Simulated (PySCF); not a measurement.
SMILES Cl[Si](c1c(C(F)(F)F)cccc1)(Cl)Cl at its GFN2-xTB optimised geometry (Å):

```
18

F     -1.4436    -2.4412    -0.7674
C     -1.9477    -1.4770     0.0196
F     -2.0330    -2.0002     1.2569
F     -3.2123    -1.3007    -0.3906
C     -1.1498    -0.2005     0.0000
C     -1.8732     0.9857     0.0238
C     -1.2194     2.2038     0.0287
C      0.1630     2.2302     0.0119
C      0.8777     1.0466     0.0000
C      0.2500    -0.2005     0.0000
Si     1.3521    -1.7623    -0.0279
Cl     3.2123    -1.1621     0.5129
Cl     0.7898    -3.1723     1.2933
Cl     1.4521    -2.4756    -1.9108
H     -2.9517     0.9518     0.0335
H     -1.7886     3.1198     0.0452
H      0.6896     3.1723     0.0115
H      1.9551     1.0886    -0.0052
```

Calculation: PBE/def2-SVP (PySCF). Cells within 0.4 Å of a nucleus heavier than hydrogen are left out (blank, or x).

Map of the electrostatic potential (hartree/e), clipped to [-0.08, 0.12] on the plane z = 0.0 Å:

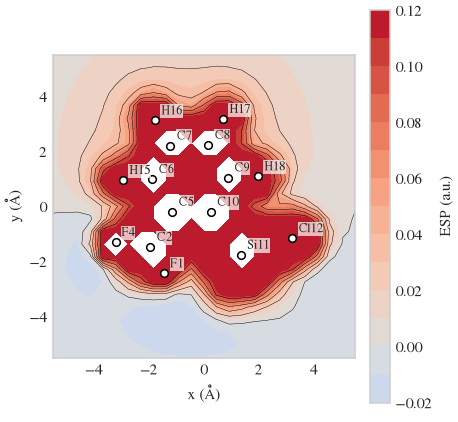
*Electrostatic potential (hartree/e), clipped to [-0.08, 0.12] on the plane z = 0.0 Å.*
